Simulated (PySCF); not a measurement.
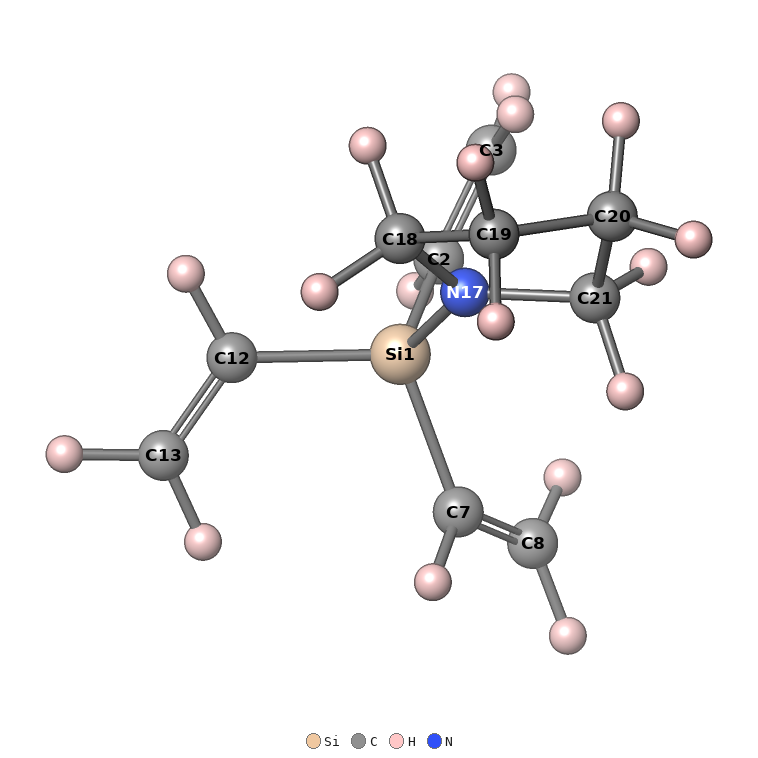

Depth is shown by fading: the farther an atom, the more it takes the colour of the background. Computed geometry: PBE0-D3(BJ)/def2-SVP optimisation. No frequency run is at hand to confirm it as a minimum.

How is the 5-membered ring N17–C18–C19–C20–C21 puckered?

It is a twist (half-chair). The Cremer–Pople amplitude Q is 0.39 Å.

Give the torsion angles round the ring, beginning with the bond from its second to its third atom.

32°, −39°, 32°, −13°, −12°.
